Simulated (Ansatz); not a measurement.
**[CuCl4]-: geometry, orbitals and charge**

Aim: characterise [CuCl4]- as a singlet: its structure, frontier levels and distribution of charge.

Computed with Ansatz 0.2.0, Gaussian basis. Level: RKS PBE0-D4/def2-TZVPD.

The runs, in order: relaxation at r2SCAN-D4/def2-SVPD; a search for the lowest solution at PBE0-D4/def2-SVP; a single point at PBE0-D4/def2-TZVPD; harmonic vibrations at r2SCAN-D4/def2-SVPD.

## 1. Where the work starts

5 atoms, charge -1, spin multiplicity 1.

Atoms are counted from 1 here; the program's logs count them from 0.

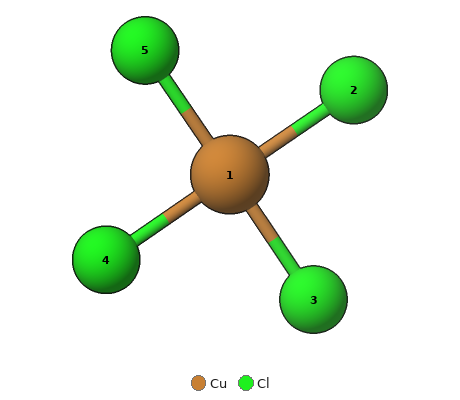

The starting geometry (copper orange, chlorine green); atoms are numbered from 1 in the order of the file.

Formally the metal is d8. No spin-orbit coupling is included. The ion is computed in the gas phase, without counter-ions or solvent.

The start is a GFN2-xTB geometry.

## 2. Optimising with r2SCAN-D4/def2-SVPD

in.yaml reads:

```yaml
crystal:
  periodic: [false, false, false]
  atoms:
    - {symbol: Cu, position_ang: [0.003810, -0.002350, -0.000160]}
    - {symbol: Cl, position_ang: [2.127710, -0.020670, 0.007570]}
    - {symbol: Cl, position_ang: [0.018390, 2.121800, 0.004260]}
    - {symbol: Cl, position_ang: [-2.120150, 0.027060, 0.001880]}
    - {symbol: Cl, position_ang: [-0.029750, -2.125850, -0.013550]}
basis:
  gaussian: {orbitals: def2-SVPD}
total_charge: -1
hamiltonian: {xc: r2scan, dispersion: d4}
scf: {lower_state_search: "off"}
output: {orbitals: {seedname: orbitals}}
relax: {f_tol: 0.02, max_steps: 100}
```

Run with:

```console
$ ansatz run in.yaml --threads 4 --pin off --events-out ev --progress --plain --max-ram 3916MiB
```

What it wrote:

```text
Functional definition: r2SCAN
  name "r2SCAN"
  cite "Furness, Kaplan, Ning, Perdew & Sun, J. Phys. Chem. Lett. 11, 8208 (2020) doi:10.1021/acs.jpclett.0c02405"
  cite "Furness, Kaplan, Ning, Perdew & Sun, J. Phys. Chem. Lett. 11, 9248 (2020) doi:10.1021/acs.jpclett.0c03077"
  parent r2scan
  parameter k0 = 0.174
  parameter k1 = 0.065
  parameter a1 = 4.9479
  exchange = r2scan_x(k0 = k0, k1 = k1, a1 = a1)
  correlation = r2scan_c
these checks for a lower state are left out or cut short: stability, starts, cluster_reference, orbital_swaps, neighbouring_geometries, increment
1504 factors; their error is unknown
mean field evaluation 1: about -94684.7931 eV, gradient 1.4e2 eV
mean field evaluation 2: about -94606.5571 eV, gradient 2.2e2 eV
mean field evaluation 4: about -94712.1741 eV, gradient 1.8e1 eV
mean field evaluation 8: about -94713.0377 eV, gradient 8.5e-2 eV
mean field evaluation 16: about -94712.9783 eV, gradient 3.2e-4 eV
mean field -94712.97827828 eV, -3480.6377529645 hartree, gradient 2.3e-6 eV, S^2 0.000000; 0 other end points of the search recorded, 0 dependent functions left out
the calculation of the forces begins
reference -94712.97829309 eV, -3480.6377535085 hartree; 49, 49 occupied and 93, 93 virtual orbitals, 1504 factors
relax step   1: F+E_penalty+E_count = -94713.03533997 eV  Δ(F+E_penalty+E_count) = +0.000e0 eV  max|allowed force component| = 1.228e0 eV/Å  Δτ_max = 0.0000 Å  (20 SCF iters, accepted)
these checks for a lower state are left out or cut short: stability, starts, cluster_reference, orbital_swaps, neighbouring_geometries, increment
1504 factors; their error is unknown
mean field -94713.15880041 eV, -3480.6443870302 hartree, gradient 2.4e-6 eV, S^2 0.000000; 0 other end points of the search recorded, 0 dependent functions left out
the calculation of the forces begins
reference -94713.15881549 eV, -3480.6443875844 hartree; 49, 49 occupied and 93, 93 virtual orbitals, 1504 factors
relax step   2: F+E_penalty+E_count = -94713.21509150 eV  Δ(F+E_penalty+E_count) = -1.798e-1 eV  max|allowed force component| = 3.413e-1 eV/Å  Δτ_max = 0.0651 Å  (21 SCF iters, accepted)
these checks for a lower state are left out or cut short: stability, starts, cluster_reference, orbital_swaps, neighbouring_geometries, increment
1504 factors; their error is unknown
mean field evaluation 32: about -94713.2357 eV, gradient 1.2e-2 eV
mean field -94713.17739272 eV, -3480.6450702849 hartree, gradient 1.3e-6 eV, S^2 0.000000; 0 other end points of the search recorded, 0 dependent functions left out
the calculation of the forces begins
reference -94713.17740792 eV, -3480.6450708438 hartree; 49, 49 occupied and 93, 93 virtual orbitals, 1504 factors
relax step   3: F+E_penalty+E_count = -94713.23329483 eV  Δ(F+E_penalty+E_count) = -1.820e-2 eV  max|allowed force component| = 6.960e-3 eV/Å  Δτ_max = 0.0304 Å  (21 SCF iters, accepted)
Total energy: -94713.23331004 eV, -3480.6471252085 hartree
Atom 0 at     0.000138    -0.000083     0.000001 Å, force    -0.000483     0.000321    -0.000005 eV/Å
Atom 1 at     2.211983    -0.024831     0.006788 Å, force    -0.006960    -0.000497    -0.000382 eV/Å
Atom 2 at     0.024737     2.211716     0.005413 Å, force     0.000796    -0.005934     0.000345 eV/Å
Atom 3 at    -2.211644     0.025066     0.000907 Å, force     0.005606    -0.000537    -0.000359 eV/Å
Atom 4 at    -0.025204    -2.211877    -0.013109 Å, force     0.001040     0.006647     0.000401 eV/Å
Dipole moment:    -0.000193     0.000111     0.000001 e Å
Checks for a lower state left out: stability, starts, cluster_reference, orbital_swaps, neighbouring_geometries, increment
```

It took 4.8 s on 4 threads of Intel Xeon Platinum 8488C, shared host.

The steps of the relaxation:

| step | energy from step 1 (eV) | largest force component (eV/Å) |
| --- | --- | --- |
| 1 | 0.0000 | 1.2275 |
| 2 | -0.1798 | 0.3413 |
| 3 | -0.1980 | 0.0070 |

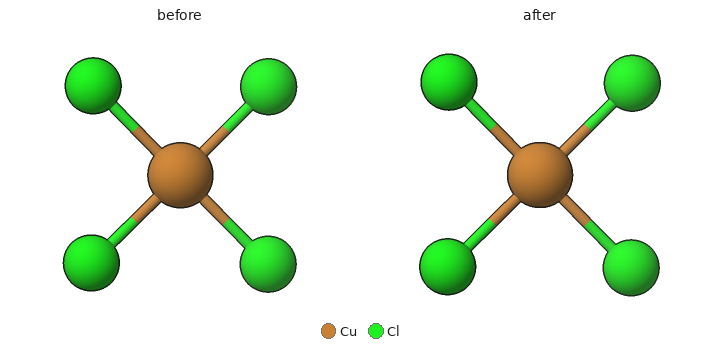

The geometry before (left) and after (right).

Close pairs (by a distance rule), those that changed most:

| bond | before (Å) | after (Å) | change (Å) |
| --- | --- | --- | --- |
| Cu1–Cl5 | 2.124 | 2.212 | +0.088 |
| Cu1–Cl2 | 2.124 | 2.212 | +0.088 |
| Cu1–Cl4 | 2.124 | 2.212 | +0.088 |
| Cu1–Cl3 | 2.124 | 2.212 | +0.088 |

Bonds by kind at the end (by distance):

| bond | count | shortest (Å) | longest (Å) |
| --- | --- | --- | --- |
| Cl–Cu | 4 | 2.212 | 2.212 |

## 3. Searching for the lowest solution, PBE0-D4/def2-SVP

start.molden holds the orbitals of an earlier run on this state, given as this run's starting guess.

in.yaml reads:

```yaml
crystal:
  periodic: [false, false, false]
  atoms:
    - {symbol: Cu, position_ang: [0.000138, -0.000083, 0.000001]}
    - {symbol: Cl, position_ang: [2.211983, -0.024831, 0.006788]}
    - {symbol: Cl, position_ang: [0.024737, 2.211716, 0.005413]}
    - {symbol: Cl, position_ang: [-2.211644, 0.025066, 0.000907]}
    - {symbol: Cl, position_ang: [-0.025204, -2.211877, -0.013109]}
basis:
  gaussian: {orbitals: def2-SVP, initial_orbitals: start.molden}
total_charge: -1
hamiltonian: {xc: pbe0, dispersion: d4}
output: {orbitals: {seedname: orbitals}}
```

Launched as before.

What it wrote:

```text
Functional definition: PBE0
  name "PBE0"
  cite "Adamo & Barone, J. Chem. Phys. 110, 6158 (1999) doi:10.1063/1.478522"
  cite "Perdew, Burke & Ernzerhof, Phys. Rev. Lett. 77, 3865 (1996) doi:10.1103/PhysRevLett.77.3865"
  parent pbe
  parameter a = 0.25
  parameter kappa = 0.804
  parameter beta = 0.06672455060314922
  exchange = (1 - a)*pbe_x(kappa = kappa, mu = beta*pi^2/3) + a*exact_x
  correlation = pbe_c(beta = beta)
998 factors; integrals over basis functions are off by at most 8.9e-4 eV
mean field evaluation 1: about -94690.8239 eV, gradient 9.7e0 eV
mean field evaluation 2: about -94691.1066 eV, gradient 2.5e-1 eV
mean field evaluation 4: about -94691.2741 eV, gradient 1.1e-3 eV
mean field evaluation 8: about -94678.3843 eV, gradient 9.1e1 eV
mean field evaluation 16: about -94691.2734 eV, gradient 7.6e-1 eV
mean field -94691.27414515 eV, -3479.8401407832 hartree, gradient 2.8e-5 eV, S^2 0.000000; 1 other end points of the search recorded, 0 dependent functions left out
reference -94691.27419485 eV, -3479.8401426098 hartree; 49, 49 occupied and 54, 54 virtual orbitals, 998 factors
Total energy: -94691.48817404 eV, -3479.8480062002 hartree
```

Run time: 1.4 s. Hardware: 4 threads of Intel Xeon Platinum 8488C, shared host.

Report: HOMO -2.91 eV, LUMO -0.62 eV.

## 4. Single point, PBE0-D4/def2-TZVPD

in.yaml, as its differences from that of step 3:

```diff
@@ -9,5 +9,6 @@
 basis:
-  gaussian: {orbitals: def2-SVP, initial_orbitals: start.molden}
+  gaussian: {orbitals: def2-TZVPD, initial_orbitals: start.molden}
 total_charge: -1
 hamiltonian: {xc: pbe0, dispersion: d4}
+scf: {omitted_lower_state_checks: [starts]}
 output: {orbitals: {seedname: orbitals}}
```

Same command.

What it wrote:

```text
Functional definition: PBE0
  name "PBE0"
  cite "Adamo & Barone, J. Chem. Phys. 110, 6158 (1999) doi:10.1063/1.478522"
  cite "Perdew, Burke & Ernzerhof, Phys. Rev. Lett. 77, 3865 (1996) doi:10.1103/PhysRevLett.77.3865"
  parent pbe
  parameter a = 0.25
  parameter kappa = 0.804
  parameter beta = 0.06672455060314922
  exchange = (1 - a)*pbe_x(kappa = kappa, mu = beta*pi^2/3) + a*exact_x
  correlation = pbe_c(beta = beta)
these checks for a lower state are left out or cut short: starts
1780 factors; their error is unknown
mean field evaluation 1: about -94710.4272 eV, gradient 2.1e2 eV
mean field evaluation 2: about -94714.8138 eV, gradient 7.8e0 eV
mean field evaluation 4: about -94715.2595 eV, gradient 1.0e-3 eV
mean field -94715.48446436 eV, -3480.7298536042 hartree, gradient 2.0e-5 eV, S^2 0.000000; 0 other end points of the search recorded, 0 dependent functions left out
reference -94715.48451548 eV, -3480.7298554828 hartree; 49, 49 occupied and 183, 183 virtual orbitals, 1780 factors
Total energy: -94715.69849468 eV, -3480.7377190732 hartree
Checks for a lower state left out: starts
```

Run time: 4 s. Hardware: 4 threads of Intel Xeon Platinum 8488C, shared host; peak memory 0.99 GiB.

Report: HOMO -3.60 eV, LUMO -1.21 eV.

Mulliken charges, from this run's orbitals:

| atom | value (e) |
| --- | --- |
| Cu1 | -0.32 |
| Cl2 | -0.17 |
| Cl3 | -0.17 |
| Cl4 | -0.17 |
| Cl5 | -0.17 |

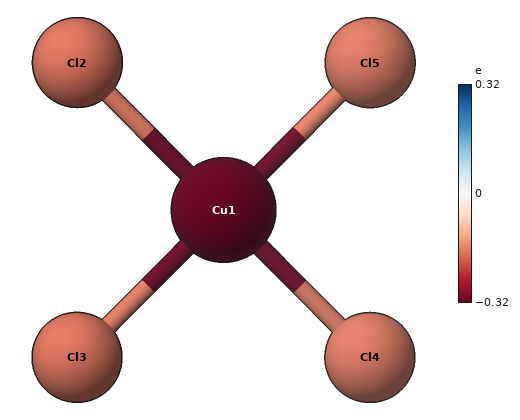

Mulliken charges, from this run's orbitals, as colours on the atoms.

Largest Mayer bond orders: Cu1–Cl2 0.80; Cu1–Cl3 0.80; Cu1–Cl4 0.80; Cu1–Cl5 0.80.

The fields below are evaluated on a grid from the run's orbitals.

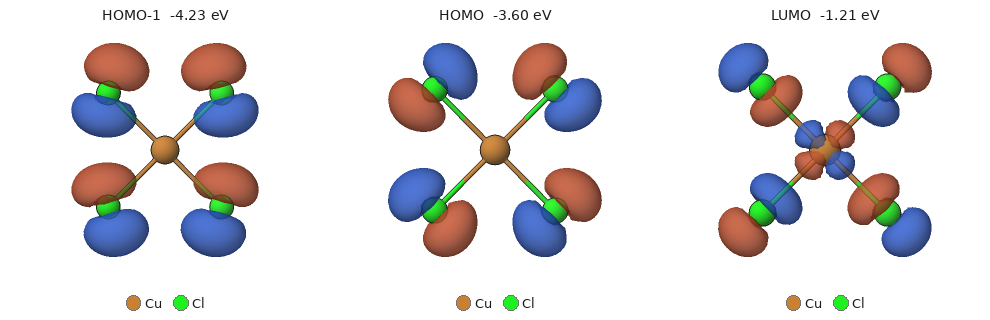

PBE0-D4/def2-TZVPD orbitals near the gap, drawn at the value that encloses 70 % of each; the two colours are the two signs.

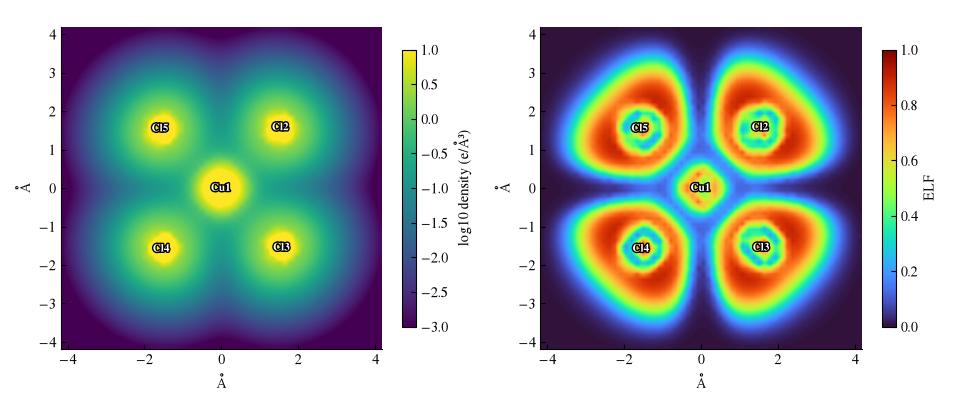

Density (left) and ELF (right) in a plane through or near 5 of the atoms.

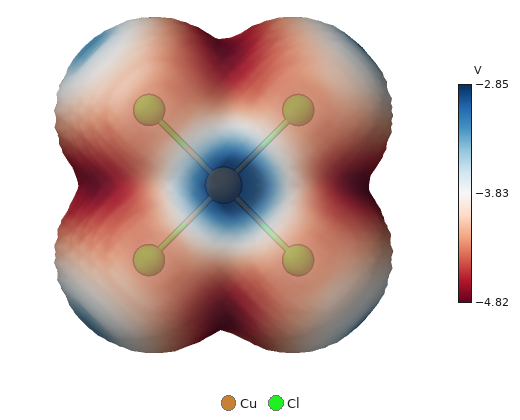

The potential that a unit positive charge feels on the 0.002 e/bohr³ surface, from -4.82 V near Cl5 to -2.85 V near Cu1.

## 5. Harmonic vibrations

in.yaml, as its differences from that of step 4:

```diff
@@ -9,6 +9,6 @@
 basis:
-  gaussian: {orbitals: def2-TZVPD, initial_orbitals: start.molden}
+  gaussian: {orbitals: def2-SVPD}
 total_charge: -1
-hamiltonian: {xc: pbe0, dispersion: d4}
+hamiltonian: {xc: r2scan, dispersion: d4}
 scf: {omitted_lower_state_checks: [starts]}
-output: {orbitals: {seedname: orbitals}}
+phonons: {temperatures: {t_min: 298.15, t_max: 900, t_step: 200}}
```

Launched as before.

What it wrote:

```text
Functional definition: r2SCAN
  name "r2SCAN"
  cite "Furness, Kaplan, Ning, Perdew & Sun, J. Phys. Chem. Lett. 11, 8208 (2020) doi:10.1021/acs.jpclett.0c02405"
  cite "Furness, Kaplan, Ning, Perdew & Sun, J. Phys. Chem. Lett. 11, 9248 (2020) doi:10.1021/acs.jpclett.0c03077"
  parent r2scan
  parameter k0 = 0.174
  parameter k1 = 0.065
  parameter a1 = 4.9479
  exchange = r2scan_x(k0 = k0, k1 = k1, a1 = a1)
  correlation = r2scan_c
these checks for a lower state are left out or cut short: starts
1504 factors; their error is unknown
mean field evaluation 1: about -94683.6142 eV, gradient 1.4e2 eV
mean field evaluation 2: about -94598.6000 eV, gradient 2.2e2 eV
mean field evaluation 4: about -94712.2709 eV, gradient 1.9e1 eV
mean field evaluation 8: about -94713.2356 eV, gradient 1.2e-1 eV
mean field evaluation 16: about -94713.1774 eV, gradient 8.6e-4 eV
mean field -94713.17739258 eV, -3480.6450702799 hartree, gradient 2.9e-5 eV, S^2 0.000000; 0 other end points of the search recorded, 0 dependent functions left out
[... 4 lines left out ...]
mean field -94713.17733354 eV, -3480.6450681103 hartree, gradient 2.5e-6 eV, S^2 0.000000; 0 other end points of the search recorded, 0 dependent functions left out
[... 5 lines left out ...]
mean field -94713.17733596 eV, -3480.6450681990 hartree, gradient 2.5e-6 eV, S^2 0.000000; 0 other end points of the search recorded, 0 dependent functions left out
[... 4 lines left out ...]
mean field -94713.17733554 eV, -3480.6450681838 hartree, gradient 2.5e-6 eV, S^2 0.000000; 0 other end points of the search recorded, 0 dependent functions left out
[... 4 lines left out ...]
mean field -94713.17733396 eV, -3480.6450681256 hartree, gradient 2.6e-6 eV, S^2 0.000000; 0 other end points of the search recorded, 0 dependent functions left out
[... 4 lines left out ...]
mean field -94713.17737925 eV, -3480.6450697899 hartree, gradient 2.3e-6 eV, S^2 0.000000; 0 other end points of the search recorded, 0 dependent functions left out
[... 4 lines left out ...]
mean field -94713.17737927 eV, -3480.6450697909 hartree, gradient 2.3e-6 eV, S^2 0.000000; 0 other end points of the search recorded, 0 dependent functions left out
[... 5 lines left out ...]
mean field -94713.17735515 eV, -3480.6450689044 hartree, gradient 1.9e-6 eV, S^2 0.000000; 0 other end points of the search recorded, 0 dependent functions left out
[... 4 lines left out ...]
mean field -94713.17737237 eV, -3480.6450695371 hartree, gradient 1.3e-6 eV, S^2 0.000000; 0 other end points of the search recorded, 0 dependent functions left out
[... 4 lines left out ...]
mean field -94713.17738527 eV, -3480.6450700113 hartree, gradient 1.4e-6 eV, S^2 0.000000; 0 other end points of the search recorded, 0 dependent functions left out
[... 4 lines left out ...]
mean field -94713.17738795 eV, -3480.6450701096 hartree, gradient 1.2e-6 eV, S^2 0.000000; 0 other end points of the search recorded, 0 dependent functions left out
[... 4 lines left out ...]
mean field -94713.17739074 eV, -3480.6450702121 hartree, gradient 1.1e-6 eV, S^2 0.000000; 0 other end points of the search recorded, 0 dependent functions left out
[... 5 lines left out ...]
mean field -94713.17739260 eV, -3480.6450702807 hartree, gradient 9.4e-7 eV, S^2 0.000000; 0 other end points of the search recorded, 0 dependent functions left out
[... 4 lines left out ...]
mean field -94713.17738869 eV, -3480.6450701370 hartree, gradient 1.3e-6 eV, S^2 0.000000; 0 other end points of the search recorded, 0 dependent functions left out
[... 4 lines left out ...]
mean field -94713.17738452 eV, -3480.6450699836 hartree, gradient 1.5e-6 eV, S^2 0.000000; 0 other end points of the search recorded, 0 dependent functions left out
[... 4 lines left out ...]
mean field -94713.17735771 eV, -3480.6450689985 hartree, gradient 1.9e-6 eV, S^2 0.000000; 0 other end points of the search recorded, 0 dependent functions left out
[... 4 lines left out ...]
mean field -94713.17736979 eV, -3480.6450694422 hartree, gradient 1.3e-6 eV, S^2 0.000000; 0 other end points of the search recorded, 0 dependent functions left out
[... 5 lines left out ...]
mean field -94713.17739256 eV, -3480.6450702792 hartree, gradient 8.0e-7 eV, S^2 0.000000; 0 other end points of the search recorded, 0 dependent functions left out
[... 4 lines left out ...]
mean field -94713.17739078 eV, -3480.6450702138 hartree, gradient 7.9e-7 eV, S^2 0.000000; 0 other end points of the search recorded, 0 dependent functions left out
[... 4 lines left out ...]
mean field -94713.17736897 eV, -3480.6450694124 hartree, gradient 1.3e-6 eV, S^2 0.000000; 0 other end points of the search recorded, 0 dependent functions left out
[... 4 lines left out ...]
mean field -94713.17735852 eV, -3480.6450690281 hartree, gradient 2.0e-6 eV, S^2 0.000000; 0 other end points of the search recorded, 0 dependent functions left out
[... 4 lines left out ...]
mean field -94713.17738536 eV, -3480.6450700147 hartree, gradient 1.2e-6 eV, S^2 0.000000; 0 other end points of the search recorded, 0 dependent functions left out
[... 4 lines left out ...]
mean field -94713.17738784 eV, -3480.6450701059 hartree, gradient 1.4e-6 eV, S^2 0.000000; 0 other end points of the search recorded, 0 dependent functions left out
[... 5 lines left out ...]
mean field -94713.17739077 eV, -3480.6450702134 hartree, gradient 1.1e-6 eV, S^2 0.000000; 0 other end points of the search recorded, 0 dependent functions left out
[... 4 lines left out ...]
mean field -94713.17739257 eV, -3480.6450702796 hartree, gradient 1.0e-6 eV, S^2 0.000000; 0 other end points of the search recorded, 0 dependent functions left out
[... 4 lines left out ...]
mean field -94713.17738911 eV, -3480.6450701523 hartree, gradient 1.5e-6 eV, S^2 0.000000; 0 other end points of the search recorded, 0 dependent functions left out
[... 4 lines left out ...]
mean field -94713.17738411 eV, -3480.6450699685 hartree, gradient 1.3e-6 eV, S^2 0.000000; 0 other end points of the search recorded, 0 dependent functions left out
[... 4 lines left out ...]
mean field -94713.17737158 eV, -3480.6450695081 hartree, gradient 1.3e-6 eV, S^2 0.000000; 0 other end points of the search recorded, 0 dependent functions left out
[... 5 lines left out ...]
mean field -94713.17735594 eV, -3480.6450689332 hartree, gradient 1.9e-6 eV, S^2 0.000000; 0 other end points of the search recorded, 0 dependent functions left out
[... 4 lines left out ...]
mean field -94713.17739263 eV, -3480.6450702816 hartree, gradient 6.1e-7 eV, S^2 0.000000; 0 other end points of the search recorded, 0 dependent functions left out
[... 4 lines left out ...]
mean field -94713.17739071 eV, -3480.6450702112 hartree, gradient 1.1e-6 eV, S^2 0.000000; 0 other end points of the search recorded, 0 dependent functions left out
[... 2 lines left out ...]
Total energy: -94713.23330990 eV, -3480.6471252034 hartree
Atom 0 at     0.000138    -0.000083     0.000001 Å, force    -0.000483     0.000317    -0.000005 eV/Å
Atom 1 at     2.211983    -0.024831     0.006788 Å, force    -0.006962    -0.000496    -0.000382 eV/Å
Atom 2 at     0.024737     2.211716     0.005413 Å, force     0.000795    -0.005932     0.000345 eV/Å
Atom 3 at    -2.211644     0.025066     0.000907 Å, force     0.005609    -0.000535    -0.000359 eV/Å
Atom 4 at    -0.025204    -2.211877    -0.013109 Å, force     0.001040     0.006647     0.000401 eV/Å
Dipole moment:    -0.000193     0.000111     0.000001 e Å
Vibrations: 27.12 150.91 162.52 165.21 165.22 248.76 292.04 371.24 371.24 cm⁻¹, zero-point energy 0.121149 eV
Checks for a lower state left out: starts
```

Run time: 47 s. Hardware: 4 threads of Intel Xeon Platinum 8488C, shared host.

Motions are named by where the mode's potential energy lies. The modes, unscaled (a negative number is an imaginary wavenumber):

| mode | cm⁻¹ | motion |
| --- | --- | --- |
| 1 | 27 | bend |
| 2 | 151 | bend |
| 3 | 163 | bend |
| 4 | 165 | bend |
| 5 | 165 | bend |
| 6 | 249 | Cu–Cl stretch |
| 7 | 292 | Cu–Cl stretch |
| 8 | 371 | Cu–Cl stretch |
| 9 | 371 | Cu–Cl stretch |

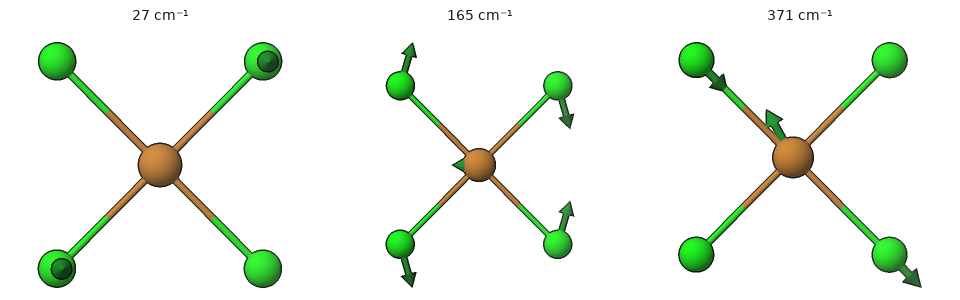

Displacements of 3 modes, as arrows.

## 6. Results

| quantity | value |
| --- | --- |
| point group | D4h |
| near neighbours of the metal | Cl 2.21, Cl 2.21, Cl 2.21, Cl 2.21 Å |
| HOMO, LUMO at PBE0-D4/def2-TZVPD | -3.60, -1.21 eV |
| charge on the metal (Mulliken, PBE0-D4/def2-TZVPD) | -0.32 e |
| lowest, highest wavenumber | 27, 371 cm⁻¹ |

The molecule keeps its bonding pattern by the stored test; the atoms moved 0.08 Å (rms). The Mulliken charge of the metal, -0.32 e, depends on the basis and isn't its oxidation state. All wavenumbers are real: a minimum at this level. The HOMO lies nearest to 4 Cl atoms about 25 % each and the LUMO to Cu1 33 %; 4 Cl atoms about 17 % each. Whether this spin is the lowest isn't tested here.
